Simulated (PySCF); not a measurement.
## Electronic structure of H5PSi (SMILES [SiH3]P) in real space

```xyz
7

Si   -0.8187    0.1085   -0.0632
P     1.3762   -0.0188   -0.6157
H    -1.5637   -0.8659   -0.9148
H    -1.2894    1.4903   -0.3772
H    -1.0957   -0.1879    1.3750
H     1.5844   -1.2704    0.0410
H     1.8174    0.7534    0.5024
```

Geometry: PBE0-D3(BJ)/ma-def2-SVP.

Theory: DFT single point, gas phase, functional wB97X in PySCF.

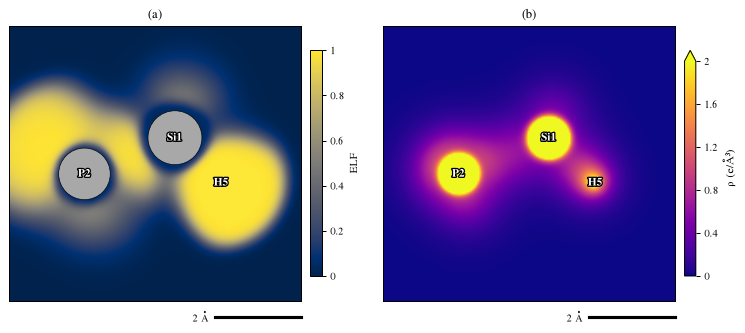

Figure 1. (a) ELF; (b) total electron density on the plane of atoms P2, Si1 and H5. Grey discs cover the atomic cores in the ELF map.

Question: What do the fields say about this system?

Answer: Atoms in the plane: Si, P and H. Si–P (2.27 Å): the density is about 0.72 e/Å³ at the midpoint, with its minimum of 0.65 e/Å³ about 0.8 Å from Si; the ELF peaks at about 0.95 between the atoms (a covalent bond). Si–H (1.49 Å): ρ at the midpoint is about 0.8 e/Å³; the ELF climbs to about 1 towards the hydrogen, as it does in any bond to H. The ELF also peaks beside P2, away from the bonds: lone-pair regions.

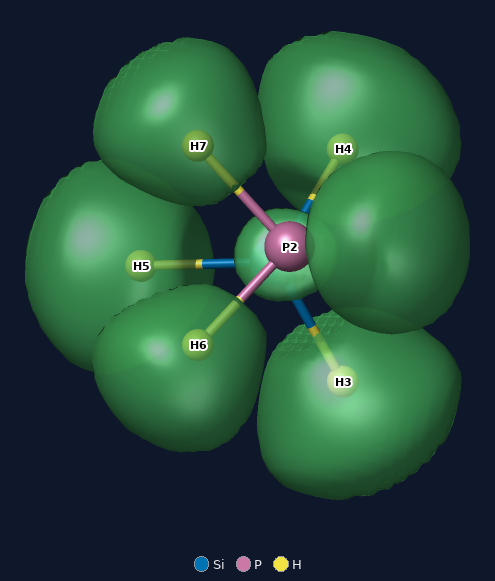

Figure 2. Isosurface of the ELF at 0.9 (green), seen at an oblique angle. Only the valence region is drawn (cores and ρ < 0.01 e/Å³ removed).

Question: Describe the localisation domains.

Answer: The ELF exceeds this value in one region between bonded P–Si atoms (shared pairs), five regions around hydrogen nuclei and one lobe on P, pointing away from the bonds (lone pairs).


 P–H (1.43 Å): the ELF climbs to about 1 towards the hydrogen.

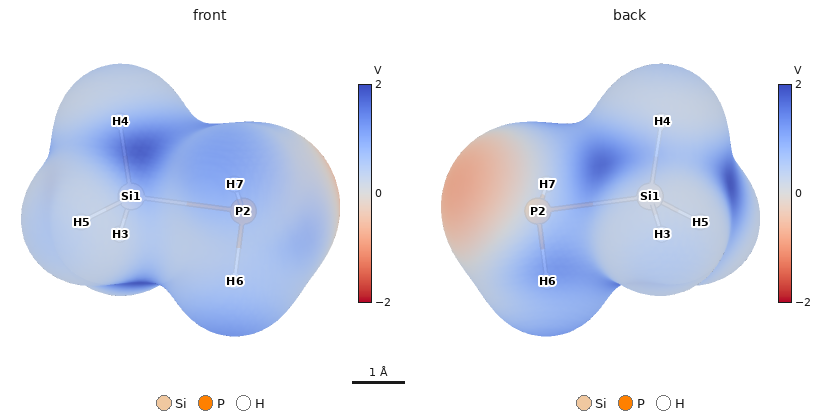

Figure 3. The molecular electrostatic potential painted on the density surface at 0.004 e/bohr³, seen from the front and from behind; red is negative and blue positive.

Question: Which sites attract a positive test charge, and which a negative one?

Answer: A positive charge is drawn to the negative regions and a negative charge to the positive ones. The most negative region (about −0.8 V) lies over P2, the most positive (about +1.8 V) over Si1.
